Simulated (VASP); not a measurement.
Data:

```
Si
1.0
    0.00000     2.76963     2.76963
    2.76963     0.00000     2.76963
    2.76963     2.76963     0.00000
Si
2
Direct
  0.00000   0.00000   0.00000
  0.25000   0.25000   0.25000
```

Level of theory: vdW-DF2, VASP's PBE PAW potentials (set 64) (plane waves; VASP). Settings: 520 eV cut-off, 9×9×9 Γ-centred mesh, tetrahedra with Blöchl corrections, potentials Si.

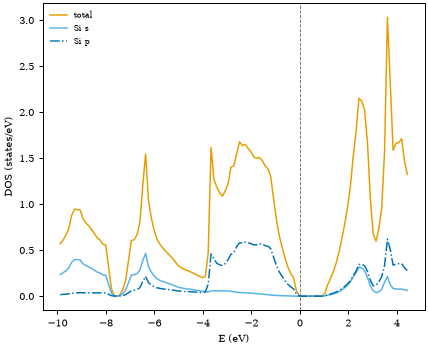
*Total and projected density of states, zero at the valence-band maximum*

Within 2 eV below the valence-band maximum the largest weight inside VASP's projection spheres is Si p.

It has a band gap.

The compound is Si in the diamond structure. It was relaxed first, which changed the volume by +6 %.
